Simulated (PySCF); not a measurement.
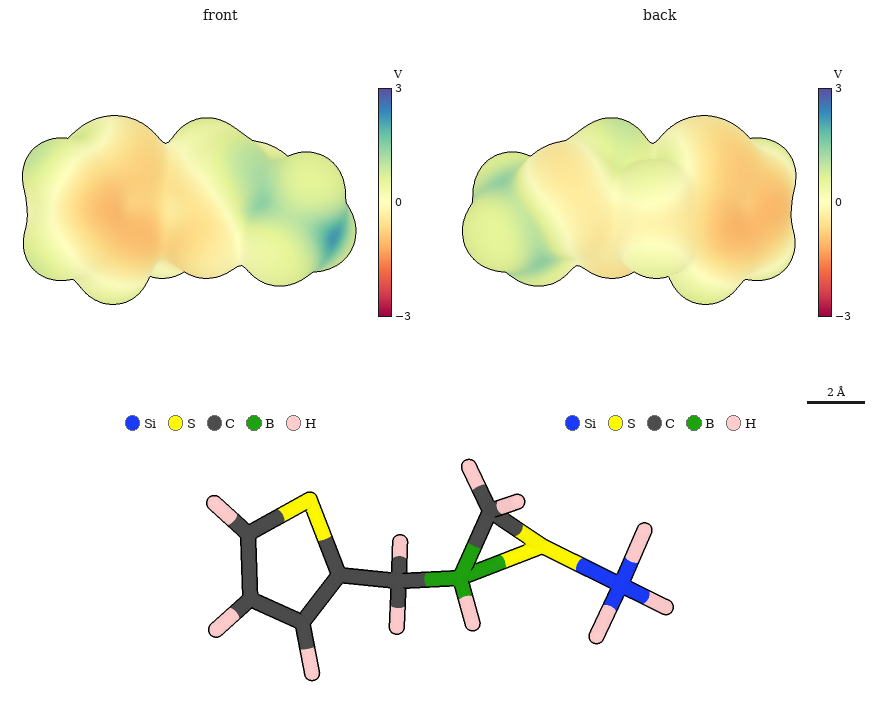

Figure 1: C6H11BS2Si. The electrostatic potential painted on the density surface at 0.002 e/bohr³, seen from the front and from behind; the colour scale runs from red (negative) to blue (positive). The bare structure is drawn below in the same view.

Geometry: GFN2-xTB.

The calculation used PBE0/pcSseg-1, SCF density, gas phase, non-relativistic (PySCF).

```yaml
atoms:
  - { symbol: Si, position_ang: [4.0244, -0.3423, 0.8499] }
  - { symbol: S, position_ang: [2.6577, 0.7941, -0.4019] }
  - { symbol: C, position_ang: [1.2811, 1.1244, 0.7813] }
  - { symbol: B, position_ang: [0.8236, -0.0960, -0.0735] }
  - { symbol: C, position_ang: [-0.1962, 0.1447, -1.2955] }
  - { symbol: C, position_ang: [-1.5865, 0.0420, -0.7723] }
  - { symbol: C, position_ang: [-2.3928, -1.0509, -0.7079] }
  - { symbol: C, position_ang: [-3.6375, -0.7972, -0.0850] }
  - { symbol: C, position_ang: [-3.7634, 0.4871, 0.3262] }
  - { symbol: S, position_ang: [-2.3576, 1.4149, -0.0403] }
  - { symbol: H, position_ang: [3.4067, -1.6029, 1.2346] }
  - { symbol: H, position_ang: [5.1779, -0.5009, -0.0197] }
  - { symbol: H, position_ang: [4.2746, 0.5065, 2.0103] }
  - { symbol: H, position_ang: [0.8913, 2.1164, 0.5827] }
  - { symbol: H, position_ang: [1.6238, 1.0375, 1.8064] }
  - { symbol: H, position_ang: [0.9855, -1.1888, 0.3292] }
  - { symbol: H, position_ang: [-0.0530, 1.1288, -1.7464] }
  - { symbol: H, position_ang: [-0.0678, -0.6026, -2.0813] }
  - { symbol: H, position_ang: [-2.1093, -2.0123, -1.0986] }
  - { symbol: H, position_ang: [-4.4022, -1.5430, 0.0441] }
  - { symbol: H, position_ang: [-4.5893, 0.9576, 0.8214] }
```

### Where is the surface potential most negative and most positive?

The most negative region (about −1.0 V) lies over the π face of C6, C7, C8 and C9, the most positive (about +2.0 V) over Si1.
